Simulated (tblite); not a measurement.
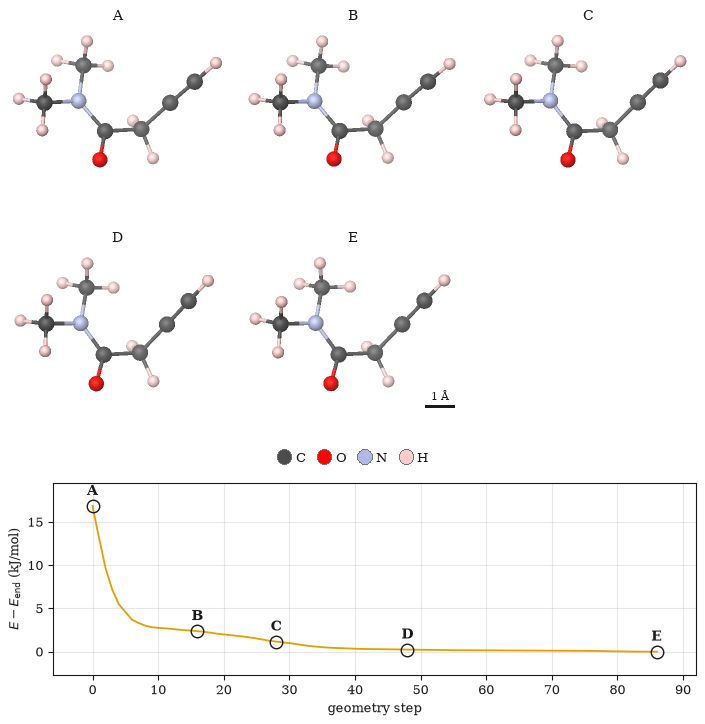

Frames of a relaxation of C6H9NO, marked on the history of the run. A ball-and-stick model, seen at a tilt.

Level of theory: tblite 0.8.0, GFN2-xTB geometry optimisation, gas phase. 

Describe the path.

Answer. The atom that moves furthest after the best rigid fit is an H atom (0.41 Å). By element the largest moves are H 0.41 Å, C 0.24 Å, O 0.18 Å, N 0.09 Å. Near-neighbour distances that change, for instance: C–N 1.394 → 1.351 Å, C–O 1.242 → 1.216 Å, C–N 1.461 → 1.440 Å, C–H 1.066 → 1.049 Å. Bond angles that change, for instance: N–C–H 112.5° → 108.3°, H–C–H 106.0° → 108.7°, C–C–N 119.6° → 117.2°. Over 86 geometry steps the energy falls by 16.8 kJ/mol. From step 0 to 16: an H atom moves most (0.10 Å), energy −14.5 kJ/mol. From step 16 to 28: an H atom moves most (0.17 Å), energy −1.22 kJ/mol. From step 28 to 48: an H atom moves most (0.13 Å), energy −0.92 kJ/mol. From step 48 to 86: an H atom moves most (0.13 Å), energy −0.24 kJ/mol.
